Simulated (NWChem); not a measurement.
Energy and gradient calculation of InNH3O (part 3 of 3)

The same run, continued: InNH3O, multiplicity 2, SMILES [NH2][In][OH]; HF/def2-SVP, UHF, core potentials def2-SVP (NWChem 7.3.0). The geometry comes from this level: PBE0-D4/def2-TZVP.

Geometry of the input (Å):
```
N  -0.9804  -0.2178  -1.0444
In 0.9409  -0.0967  -0.2874
O  0.9330  -0.1081  1.7217
H  -1.0450  0.0344  -2.0241
H  -1.6122  0.3916  -0.5319
H  1.8056  -0.0672  2.1200
```

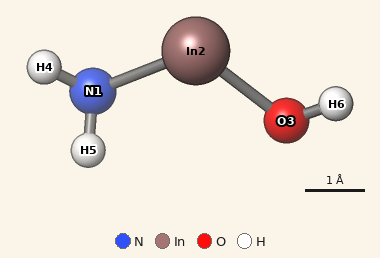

**Figure 1.** The input geometry (ball-and-stick view, seen at a tilt; atoms are numbered from 1 in the order of the input). Sticks mark near contacts.

**What the program printed, continued**
```
 Vector   28  Occ=0.000000D+00  E= 3.228718D-01
              MO Center=  6.8D-01,  5.1D-01, -3.8D-01, r^2= 5.8D+00
   Bfn.  Coefficient  Atom+Function         Bfn.  Coefficient  Atom+Function
  ----- ------------  ---------------      ----- ------------  ---------------
    18      2.064449  2 In s                 17     -1.822877  2 In s
    61     -0.819441  5 H  s                 26     -0.643184  2 In py
    66     -0.507001  6 H  s                 56     -0.495684  4 H  s
    29      0.477557  2 In py                16      0.368618  2 In s
    27      0.339517  2 In pz                 3      0.314631  1 N  s

 Vector   29  Occ=0.000000D+00  E= 4.048754D-01
              MO Center=  4.8D-01, -1.3D-01, -1.4D-02, r^2= 4.2D+00
   Bfn.  Coefficient  Atom+Function         Bfn.  Coefficient  Atom+Function
  ----- ------------  ---------------      ----- ------------  ---------------
    17      1.118430  2 In s                 25     -0.931272  2 In px
    18     -0.851085  2 In s                 27      0.749683  2 In pz
    28      0.665953  2 In px                30     -0.622523  2 In pz
    61      0.545923  5 H  s                 56     -0.287761  4 H  s
    16     -0.270545  2 In s                 38     -0.257423  2 In d  0

 Vector   30  Occ=0.000000D+00  E= 4.356468D-01
              MO Center=  1.2D+00, -8.7D-02, -4.3D-01, r^2= 4.3D+00
   Bfn.  Coefficient  Atom+Function         Bfn.  Coefficient  Atom+Function
  ----- ------------  ---------------      ----- ------------  ---------------
    27      1.043396  2 In pz                30     -0.966482  2 In pz
    25      0.866221  2 In px                28     -0.722476  2 In px
    56     -0.523360  4 H  s                 66      0.490146  6 H  s
    38     -0.359087  2 In d  0              40      0.294210  2 In d  2
     7      0.214239  1 N  px                 4     -0.180049  1 N  px

 Vector   31  Occ=0.000000D+00  E= 5.328856D-01
              MO Center=  7.4D-01, -9.4D-02, -2.8D-01, r^2= 3.3D+00
   Bfn.  Coefficient  Atom+Function         Bfn.  Coefficient  Atom+Function
  ----- ------------  ---------------      ----- ------------  ---------------
    40      0.692257  2 In d  2              39      0.654964  2 In d  1
    18      0.291886  2 In s                 37     -0.292283  2 In d -1
    34     -0.272780  2 In d  1              55      0.268565  4 H  s
    35     -0.258578  2 In d  2              56     -0.245963  4 H  s
    65      0.194307  6 H  s                 60     -0.186332  5 H  s

 center of mass
 --------------
 x =   1.38542737 y =  -0.19837465 z =  -0.26251309

 moments of inertia (a.u.)
 ------------------
         281.124693400750          -5.399741051787        -110.270732748940
          -5.399741051787         481.633808319761          -2.931515710581
        -110.270732748940          -2.931515710581         203.764553720018

  Mulliken analysis of the total density
  --------------------------------------

    Atom       Charge   Shell Charges
 -----------   ------   -------------------------------------------------------
    1 N    7     7.57   1.99  0.96  0.57  2.30  1.74  0.01
    2 In  21    20.21  -0.60  2.59  0.71  0.44  2.77  3.23  0.71  0.22  9.74  0.40
    3 O    8     8.67   1.99  1.04  0.76  2.79  2.08  0.01
    4 H    1     0.87   0.71  0.11  0.05
    5 H    1     0.86   0.71  0.11  0.05
    6 H    1     0.81   0.68  0.06  0.07

  Mulliken analysis of the alpha density
  --------------------------------------

    Atom       Charge   Shell Charges
 -----------   ------   -------------------------------------------------------
    1 N    7     3.89   1.00  0.49  0.28  1.22  0.89  0.01
    2 In  21    10.46  -0.30  1.30  0.43  0.36  1.39  1.61  0.45  0.15  4.86  0.21
    3 O    8     4.39   1.00  0.53  0.38  1.44  1.05  0.00
    4 H    1     0.43   0.35  0.05  0.02
    5 H    1     0.43   0.35  0.06  0.02
    6 H    1     0.40   0.34  0.03  0.04

   Mulliken analysis of the beta density
   -------------------------------------

    Atom       Charge   Shell Charges
 -----------   ------   -------------------------------------------------------
    1 N    7     3.68   1.00  0.47  0.29  1.08  0.85  0.01
    2 In  21     9.75  -0.30  1.30  0.28  0.09  1.38  1.62  0.26  0.07  4.88  0.19
    3 O    8     4.28   1.00  0.52  0.38  1.35  1.04  0.00
    4 H    1     0.44   0.36  0.05  0.02
    5 H    1     0.43   0.36  0.05  0.02
    6 H    1     0.41   0.34  0.03  0.04

   Mulliken analysis of the spin density
   -------------------------------------

    Atom       Charge   Shell Charges
 -----------   ------   -------------------------------------------------------
    1 N    7     0.21   0.00  0.02 -0.00  0.14  0.05 -0.00
    2 In  21     0.71   0.00  0.00  0.15  0.27  0.01 -0.01  0.19  0.08 -0.01  0.02
    3 O    8     0.11   0.00  0.01 -0.01  0.10  0.01 -0.00
    4 H    1    -0.01  -0.01 -0.00  0.00
    5 H    1     0.00  -0.00  0.00  0.00
    6 H    1    -0.01  -0.01 -0.00  0.00

       Multipole analysis of the density wrt the origin
       ------------------------------------------------

     L   x y z        total         alpha         beta         nuclear
     -   - - -        -----         -----         ----         -------
     0   0 0 0     -0.000000    -20.000000    -19.000000     39.000000

     1   1 0 0      0.793643    -19.334594    -16.737482     36.865719
     1   0 1 0      0.529512      4.258266      3.945990     -7.674744
     1   0 0 1     -0.813310      0.202346     -0.999405     -0.016252

     2   2 0 0    -23.501927    -87.825718    -75.786043    140.109835
     2   1 1 0     -1.840742      2.906660      2.435608     -7.183010
     2   1 0 1      0.812800    -35.899134    -38.780919     75.492853
     2   0 2 0    -25.249051    -15.179454    -12.858459      2.788863
     2   0 1 1     -0.523318     -0.952190     -0.523188      0.952061
     2   0 0 2    -27.874572    -91.416861    -86.293424    149.835713

                              NWChem Gradients Module
                              -----------------------

                                      H3InNO

  wavefunction    =   UHF

                         UHF ENERGY GRADIENTS

    atom               coordinates                        gradient
                 x          y          z           x          y          z
   1 N      -1.852687  -0.411582  -1.973630    0.001227  -0.011120   0.004155
   2 In      1.778043  -0.182737  -0.543107    0.001185   0.002342  -0.002343
   3 O       1.763114  -0.204279   3.253541   -0.019334  -0.001635  -0.003549
   4 H      -1.974764   0.065007  -3.824994    0.002328   0.002847  -0.006642
   5 H      -3.046616   0.740017  -1.005145   -0.002297   0.006587   0.004410
   6 H       3.412089  -0.126990   4.006219    0.016891   0.000980   0.003969

                 ----------------------------------------
                 |  Time  |  1-e(secs)   |  2-e(secs)   |
                 ----------------------------------------
                 |  CPU   |       0.02   |       2.78   |
                 ----------------------------------------
                 |  WALL  |       0.02   |       2.78   |
                 ----------------------------------------

 Task  times  cpu:       17.7s     wall:       17.7s
 Total times  cpu:       17.8s     wall:       17.8s
```

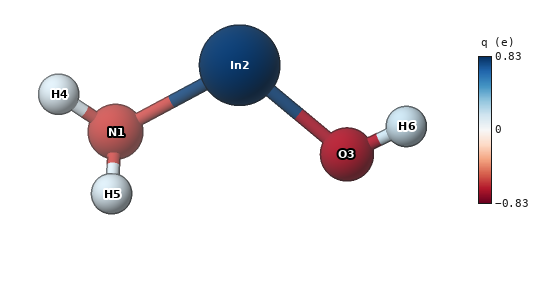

**Figure 2.** Mulliken charges, as the colour of each atom (ball-and-stick view, seen on its broad side; atoms are numbered from 1 in the order of the input). By element: N −0.57, In +0.79, O −0.67 and H +0.13 to +0.19 e.

**Key numbers**

```json
{"quantity": "outcome", "value": "converged"}
{"quantity": "total energy", "value": "−320.150793 hartree"}
{"quantity": "basis functions", "value": "69"}
{"quantity": "largest force", "value": "1.014 eV/Å"}
{"quantity": "⟨S²⟩", "value": "0.768"}
{"quantity": "dipole moment", "value": "3.19 D"}
{"quantity": "wall time", "value": "18 s"}
{"quantity": "peak memory", "value": "0.1 GiB"}
```
